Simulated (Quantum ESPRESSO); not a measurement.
# NiO: energy over the lowest, no spin polarisation against volume, fitted and tested on a withheld row

System: NiO, 1 Ni and 1 O in the cell, space group Fm-3m. From the study “How volume moves the moments of NiO”.

Method: PBE with U = 6 eV on Ni d; plane waves with GBRV 1.5 PBE potentials (Quantum ESPRESSO 7.5). Settings shared by all rows: cutoff 544.23 eV, fermi-dirac occupations, smearing width 0.05 eV.

Computed values, one withheld:

```
volume (factor)  energy over the lowest, no spin polarisation (meV an atom)
           0.88                                                     1139.38
           0.91                                                     1092.32
           0.94                                                     1062.26
           0.97                                                     1046.11
              1                                                     1042.21
           1.03                                                     1047.98
           1.06                                                     1062.01
           1.09                                                     1083.05
           1.12                                                           ?
```

Q: Choose a law, fit it, and give the withheld energy over the lowest, no spin polarisation (volume = 1.12 factor).

**Law.** Energy against volume follows the Birch–Murnaghan form, which is a polynomial in the Eulerian strain: third order, a cubic in t = (V/1)^(−2/3) − 1. In symbols, E = c0 + c1 t + c2 t² + c3 t³, with energy over the lowest, no spin polarisation in meV an atom.

**Fit.** Least squares on 8 rows gives c0 = 1042.15, c1 = -57.1568, c2 = 12418.8 and c3 = 5754.17.

```
volume (factor)          t  computed       fit  computed − fit
           0.88   0.088959   1139.38  1139.395          -0.015
           0.91   0.064892   1092.32  1092.309           0.011
           0.94   0.042113   1062.26  1062.197           0.063
           0.97   0.020514   1046.11  1046.253          -0.143
              1          0   1042.21  1042.150           0.060
           1.03  -0.019513   1047.98  1047.951           0.029
           1.06  -0.038101   1062.01  1062.038          -0.028
           1.09  -0.055833   1083.05  1083.053          -0.003
```

The slope vanishes at t = 0.002298, so the minimum lies at V = 1 × (1 + t)^(−3/2) = 0.9966. That is the minimum of this magnetic state alone.

**Prediction.** At volume = 1.12 factor, t = -0.072769, so the law predicts 1109.853 meV an atom. The computed value is 1110.23 meV an atom, 0.377 above the prediction. The row lies beyond the fitted rows, so this is an extrapolation. The miss is 6.2 times the rms residual of the fit, 0.061.

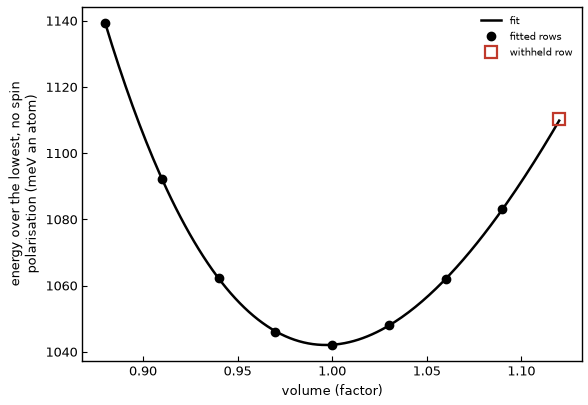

The rows, the fitted law and the withheld row.

[Logs and program files are shortened in this print: banners, set-up blocks, solver, clock and traceback lines can be left out without a mark of their own.]

[Logs are printed without paths, hosts, clocks, repeated set-up lines and the standing remarks that a program may print on its own settings, such as how far it seeks lower states.]

[Hosts, paths, dates, database ids (printed as entryN), source tags and the programs' standing remarks are cut or masked in the printed files.]

[Where a cell is said to come from a database of computed structures, the database is the Materials Project.]
